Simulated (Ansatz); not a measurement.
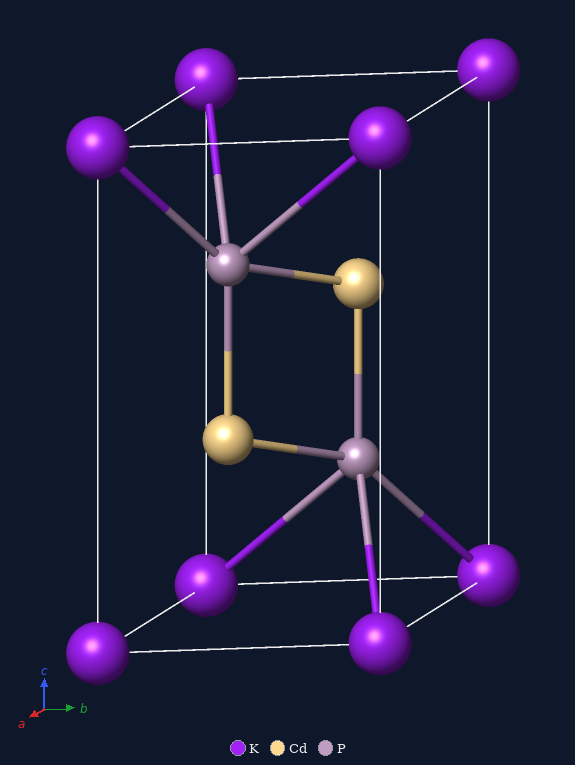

The crystal in a ball-and-stick representation, seen slightly off an axis. The edges of the simulation cell are marked.

```xyz
5
Lattice="4.3589 0.0000 0.0000 -2.1794 3.7749 0.0000 0.0000 0.0000 8.0069" Properties=species:S:1:pos:R:3 pbc="T T T"
K     0.0000    0.0000    0.0000
Cd    0.0000    2.5166    5.0318
Cd    2.1794    1.2583    2.9751
P     0.0000    2.5166    2.2635
P     2.1794    1.2583    5.7434
```

The calculation used DFT r2SCAN, scalar-relativistic, plane waves, PAW in Ansatz 0.2.0, with a kinetic-energy cutoff of 500 eV, k-point mesh 12×12×6, Gaussian smearing of 0.1 eV, no spin polarisation.

Question: What are the atomic charges by Bader's partition?

Answer: K +0.79 e; Cd +0.56 e; P -0.96 e.

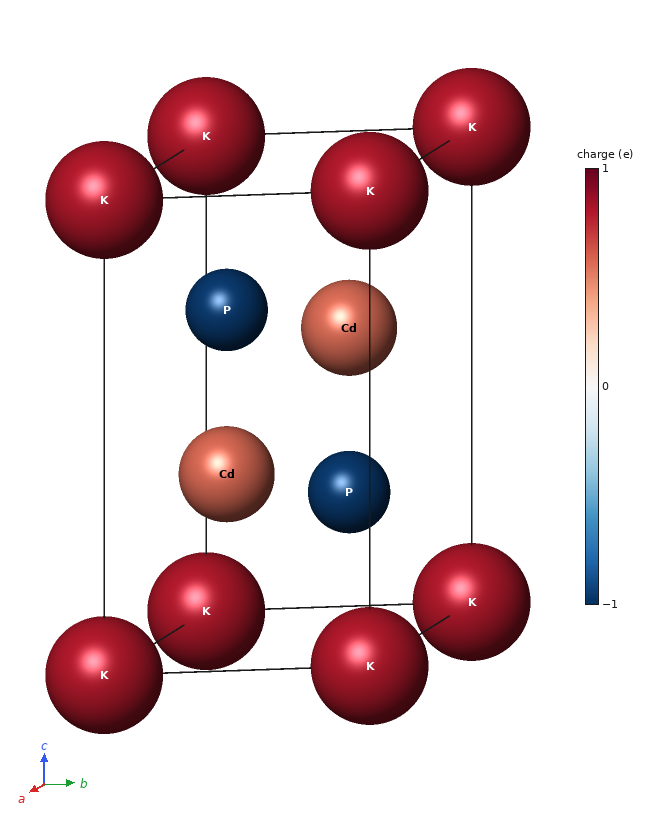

The atoms coloured by those charges.

The cell started as a structure type filled with these elements by a generator (whether the compound takes this form wasn't checked). Earlier steps of the study, as a rule a relaxation of our own, may have changed the cell and positions, so they can lie some per cent off the listed ones. A calculation with Ansatz used it as input.
